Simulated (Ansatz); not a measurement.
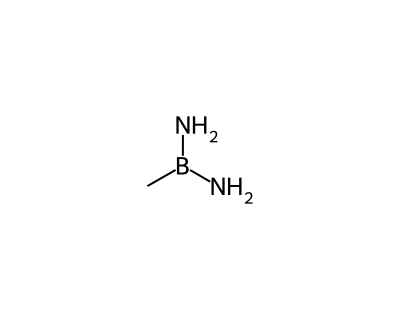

Give its SMILES.

CB(N)N

What is the molecular formula?

CH7BN2.

An optimisation with PBE0-D4/def2-TZVP gave a structure of which point group?

Cs.

More results for the same structure follow; atom numbers are the same in all pictures, views and colours differ. The geometry was computed by an optimisation with PBE0-D4/def2-TZVP.

### Shape

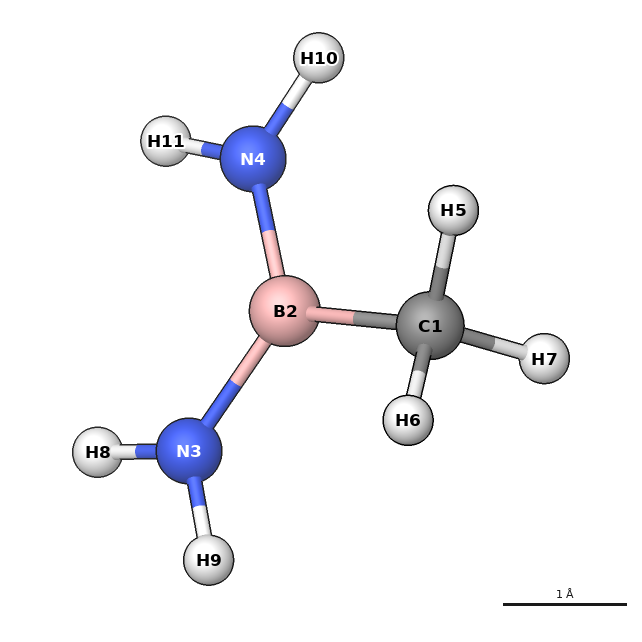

Atoms carry their numbers in the input.

Give these bond angles: B2–C1–H5, B2–C1–H7, C1–B2–N3, N3–B2–N4, B2–N3–H9, B2–N3–H8.

```json
{"angle": "B2–C1–H5", "degrees": "112.5"}
{"angle": "B2–C1–H7", "degrees": "110.2"}
{"angle": "C1–B2–N3", "degrees": "119.8"}
{"angle": "N3–B2–N4", "degrees": "120.4"}
{"angle": "B2–N3–H9", "degrees": "122.1"}
{"angle": "B2–N3–H8", "degrees": "124.4"}
```

### Electronic properties

Level of theory: RKS B3LYP-D4/def2-TZVPP (Ansatz 0.2.0).

Computed properties:

- dipole moment: 1.10 D
- HOMO energy (Kohn–Sham orbital): −6.52 eV
- LUMO energy (Kohn–Sham orbital): 0.52 eV
- HOMO–LUMO gap: 7.03 eV
- dispersion correction: −24.9 kJ/mol

### Charges

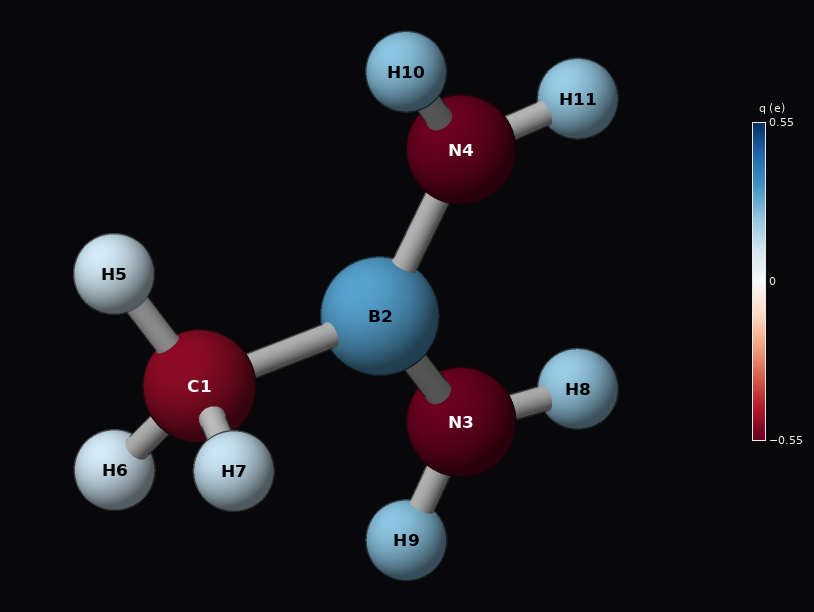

Atoms are coloured by their Mulliken charges. Method: RKS PBE0-D4/def2-TZVP (Ansatz 0.2.0).

Give the Mulliken charges atom by atom.

```
atom  value (e)
  C1      −0.49
  B2       0.31
  N3      −0.54
  N4      −0.54
  H5       0.12
  H6       0.12
  H7       0.14
  H8       0.22
  H9       0.23
 H10       0.23
 H11       0.22
```

### Vibrations

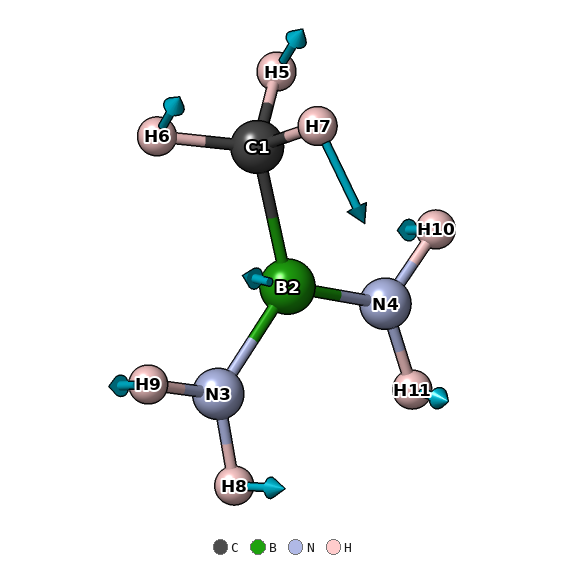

The arrows show one normal mode. Harmonic vibrations computed with RKS PBE0-D4/def2-TZVP (Ansatz 0.2.0) at a stationary point of the same level.

Estimate its harmonic wavenumber.

454 cm⁻¹; it is mode 7 of 27 counted from the lowest.

Mulliken values depend strongly on the basis set and can even reverse the polarity of a bond.
